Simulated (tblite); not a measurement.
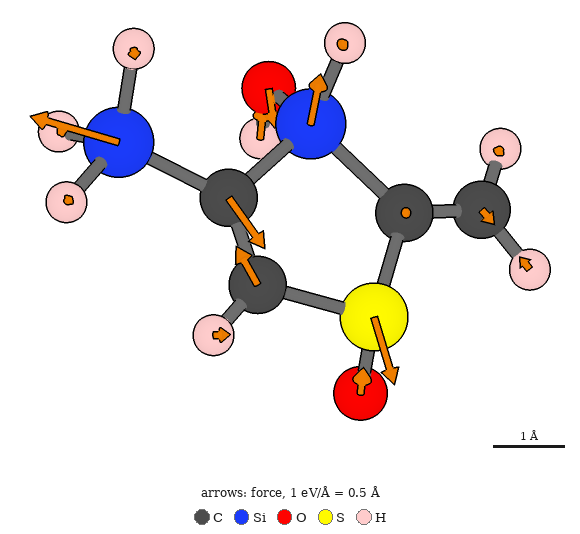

Starting geometry of C4H8O2SSi2 with the computed forces as orange arrows. A ball-and-stick model, seen at a tilt.

These are results of GFN2-xTB geometry optimisation, gas phase in tblite, not measurements. 

Question: Is this structure relaxed? If not, where do the atoms go?

Answer: It isn't relaxed: the largest force vector, on a Si atom, is 2.80 eV/Å. The final displacements have little in common with the starting forces (cosine between the two patterns 0.09). An O atom moves most after the best rigid fit: 0.94 Å. Largest moves by element: O 0.94 Å, H 0.82 Å, C 0.52 Å, S 0.51 Å, Si 0.27 Å. Near-neighbour distances that change, for instance: C–Si 1.801 → 1.888 Å, C–Si 1.838 → 1.890 Å, O–Si 1.660 → 1.623 Å, H–O 0.988 → 0.954 Å. Among the angles between lasting bonds that change: Si–C–Si 114.9° → 124.4°, O–Si–H 110.4° → 102.4°, S–C–H 120.5° → 113.0°. Groups turn about C–S by about 25°, C–Si by about 25°. Over 109 geometry steps the energy falls by 0.429 eV.
